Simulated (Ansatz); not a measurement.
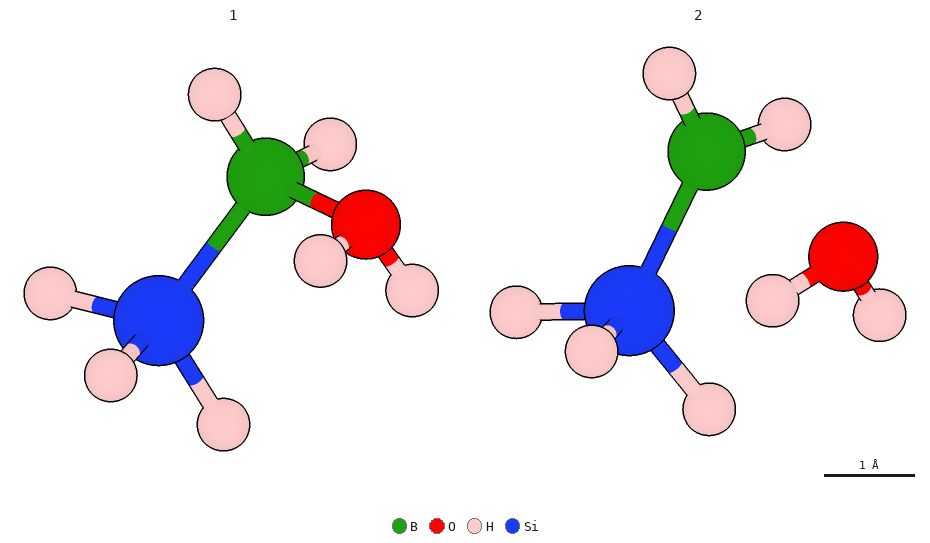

Two geometries of BSiH$_{7}$O, drawn at one scale. One is the start of a relaxation, the other its converged end. Style: ball-and-stick. Shown at a tilt.

The calculation used RKS PBE-D4/def2-SVP (Ansatz 0.2.0). Set-up: no spin polarisation; force threshold 0.03 eV/Å; at most 50 steps.

**Which of the two is the end point?**

Structure 1 is the relaxed one. The run prepares an end point of a later path (reaction) calculation, from a guessed geometry. The largest move after the best rigid fit is that of the B atom, 0.50 Å. Largest moves by element: B 0.50 Å, H 0.48 Å, O 0.47 Å, Si 0.13 Å. Among the contacts that change: B–O 2.592 → 1.691 Å, B–Si 1.970 → 2.034 Å, H–O 0.992 → 0.981 Å, H–Si 1.511 → 1.519 Å. New bonds form, among them: B–O (2.59 → 1.69 Å). Among the angles between lasting bonds that change: H–B–Si 120.4° → 114.0°, H–B–Si 121.5° → 115.7°, H–B–H 117.7° → 114.2°. Over 7 accepted moves (8 points after the start) the energy falls by 0.599 eV. The largest force component goes from 0.73 to 0.016 eV/Å. The line search rejected the trial step at point 5 of the run. Cost: 11 s on 1 thread of Intel(R) Xeon(R) 6975P-C (Granite Rapids) (shared host), peak memory 0.15 GiB.

Limits of the set-up: the start holds two separate molecules, 2.2 Å apart at their closest, whose relative position is a soft coordinate.
